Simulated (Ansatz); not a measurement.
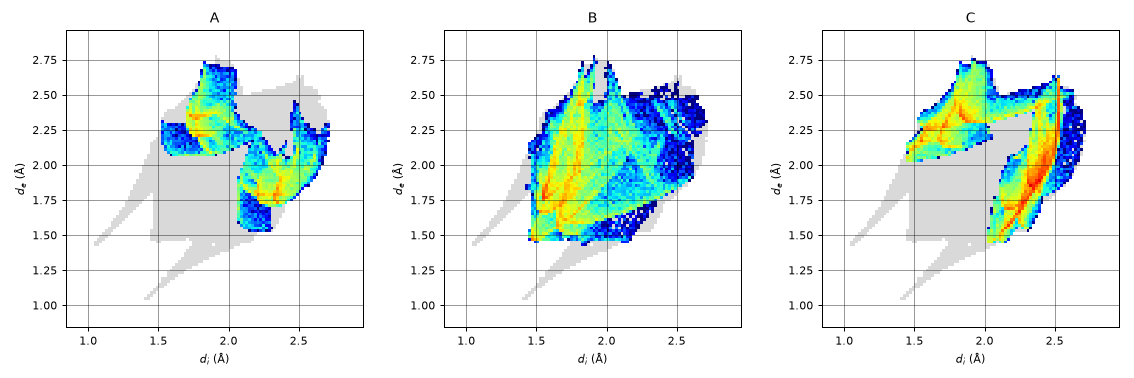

Fingerprint plots of the Hirshfeld surface computed for the C6H6BrN molecule in H6C6BrN in space group P2_1/m, each panel colouring one kind of contact over the whole plot in grey. The kinds are Br···H, C···H, H···H, in shuffled order.

The surface is where the fragment's share of the procrystal density (the sum of the densities of spherically averaged neutral Hartree-Fock atoms) equals one half. d_i and d_e are the distances from the surface to the nearest nucleus inside and outside. Van der Waals radii (Alvarez): H 1.20 Å, C 1.77 Å, Br 1.86 Å, N 1.66 Å. X–H bonds are as in the structure, not normalised.

The cell is taken from the end point of a relaxation with DFT PBE, scalar-relativistic, plane waves, PAW (Ansatz).

```
CELL_PARAMETERS angstrom
6.34380 0.00000 0.00000
0.00000 7.78981 0.00000
-0.41742 0.00000 8.45512
ATOMIC_POSITIONS crystal
H 0.72167 0.25000 0.12576
H 0.27833 0.75000 0.87424
H 0.93551 0.25000 0.38134
H 0.06449 0.75000 0.61866
H 0.35055 0.25000 0.62125
H 0.64945 0.75000 0.37875
H 0.67227 0.25000 0.77965
H 0.32773 0.75000 0.22035
H 0.88147 0.13604 0.69508
H 0.11853 0.63604 0.30492
H 0.11853 0.86396 0.30492
H 0.88147 0.36396 0.69508
C 0.42619 0.25000 0.24508
C 0.57381 0.75000 0.75492
C 0.64555 0.25000 0.23817
C 0.35445 0.75000 0.76183
C 0.76295 0.25000 0.38148
C 0.23705 0.75000 0.61852
C 0.66002 0.25000 0.52457
C 0.33998 0.75000 0.47543
C 0.43955 0.25000 0.51386
C 0.56045 0.75000 0.48614
C 0.77986 0.25000 0.68209
C 0.22014 0.75000 0.31791
Br 0.25643 0.25000 0.04928
Br 0.74357 0.75000 0.95072
N 0.32336 0.25000 0.37642
N 0.67664 0.75000 0.62358
```

> Which panel shows which contact, and what share of the surface does each take?

A: C···H, 15 % of the area, smallest d_i + d_e about 3.7 Å. B: H···H, 30 % of the area, smallest d_i + d_e about 2.9 Å. C: Br···H, 37 % of the area, smallest d_i + d_e about 3.5 Å.

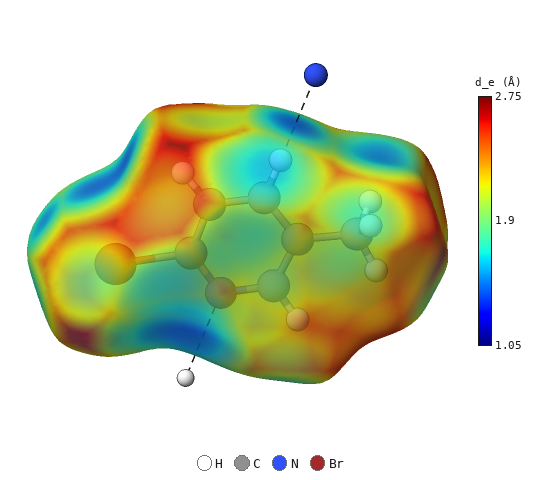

Hirshfeld surface computed for the C6H6BrN molecule in H₆C₆BrN in space group P2_1/m, coloured by d_e. Dashed lines lead to the closest neighbours outside.
